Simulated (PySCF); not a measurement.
```yaml
atoms:
  - { symbol: Hf, position_ang: [0.7578, 0.6964, 0.4735] }
  - { symbol: O, position_ang: [-0.5736, 1.6497, 1.4955] }
  - { symbol: O, position_ang: [2.0284, 1.8843, -0.3660] }
  - { symbol: O, position_ang: [1.6335, -0.6068, 1.5967] }
  - { symbol: N, position_ang: [-0.1776, -0.2767, -1.0907] }
  - { symbol: Si, position_ang: [-1.5003, -1.3917, -0.9835] }
  - { symbol: H, position_ang: [-1.2260, 2.0551, 2.0601] }
  - { symbol: H, position_ang: [2.6884, 2.5583, -0.5119] }
  - { symbol: H, position_ang: [1.9911, -1.3051, 2.1384] }
  - { symbol: H, position_ang: [0.1435, -0.0913, -2.0407] }
  - { symbol: H, position_ang: [-2.7622, -0.8981, -1.6280] }
  - { symbol: H, position_ang: [-1.7770, -1.5991, 0.4745] }
  - { symbol: H, position_ang: [-1.1953, -2.7272, -1.5957] }
```

Geometry: PBE0-D3(BJ)/def2-SVP; core potentials replace the inner electrons of Hf.

All numbers below come from PySCF 2.14.0, CAM-B3LYP/def2-SVPD, SCF density, gas phase, scalar-relativistic core potentials on the heavy atoms.

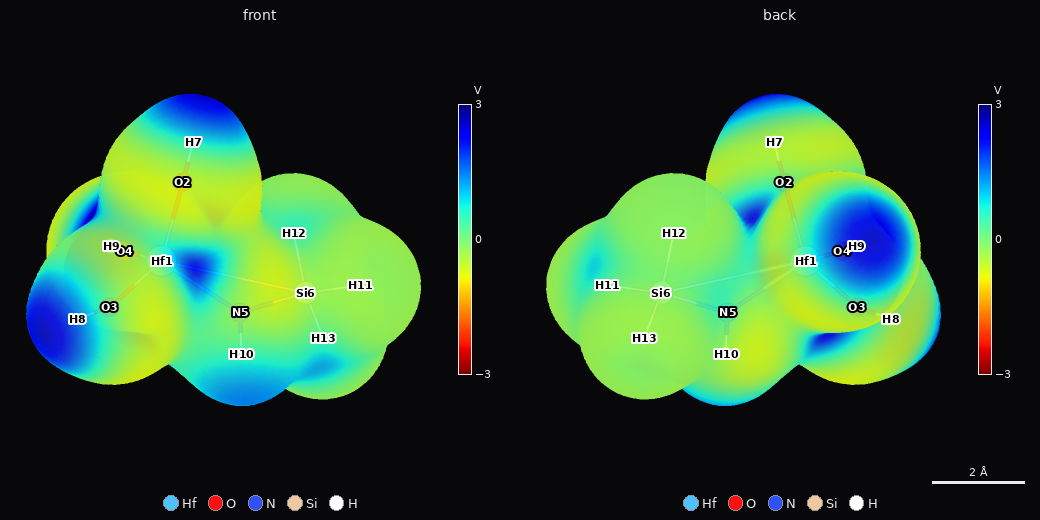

H7HfNO3Si ((OH)3Hf-NH-SiH3). The molecular electrostatic potential painted on the density surface at 0.002 e/bohr³, seen from the front and from behind; the colour scale runs from red (negative) to blue (positive).

Where is the surface potential most negative and most positive?

Answer. The most negative region (about −0.8 V) lies over O2, O3, O4 and N5, the most positive (about +2.5 V) over Hf1, H7, H8 and H9.

What dipole moment does the calculation give?

Answer. Its dipole moment is 1.73 D.
